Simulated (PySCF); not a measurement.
C$_{4}$H$_{9}$B$_{2}$NSi (SMILES BB[SiH2]n1cccc1)

The calculation's input:

```
{"job": {"kind": "uv", "xc": "CAM-B3LYP", "basis": "def2-SVPD", "nstates": 8, "ntriplets": 3}, "charge": 0, "multiplicity": 1}
B      2.555493     1.079288     0.242004
B      2.462346    -0.476754    -0.125875
Si     0.767379    -1.467611    -0.142304
N     -0.611196    -0.434525     0.236007
C     -0.591599     0.887059     0.588832
C     -1.861562     1.322595     0.815066
C     -2.716460     0.216562     0.592859
C     -1.920270    -0.830751     0.242987
H      2.488697     1.933000    -0.564371
H      2.745486     1.467440     1.336209
H      3.389052    -1.140696    -0.409185
H      0.666874    -2.568350     0.841579
H      0.398001    -2.069234    -1.441737
H      0.342766     1.414973     0.646051
H     -2.160857     2.311385     1.104146
H     -3.785374     0.209198     0.682827
H     -2.175773    -1.841548    -0.005543
```

Run with:

```sh
OMP_NUM_THREADS=1 python probes_run.py task.json out
```

Geometry: GFN2-xTB.

Computed with PySCF, CAM-B3LYP/def2-SVPD, SCF density, gas phase.

What can the converged electron density and electron localisation function tell about the bonding?

C–C (1.36 Å): ρ is about 2.2 e/Å³ halfway; the ELF peaks at about 0.95 between the atoms: a covalent bond.
C–N (1.37 Å): the density is about 2.3 e/Å³ at the midpoint; the ELF peaks at about 0.90 between the atoms: a covalent bond.
B–B (1.60 Å): ρ is about 1.2 e/Å³ halfway; the ELF peaks at about 1 between the atoms, as expected for a covalent bond.
Si–N (1.76 Å): ρ at the midpoint is about 1 e/Å³; the ELF peaks at about 0.95 between the atoms; a shared but strongly polarised pair.

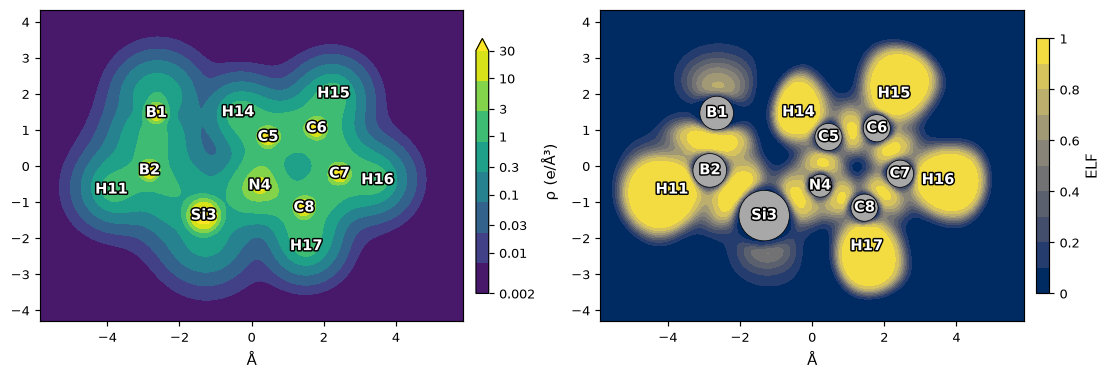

Computed electron density and electron localisation function on the plane of atoms C6, C5 and H14, in this order. Grey discs cover the atomic cores in the ELF map. 
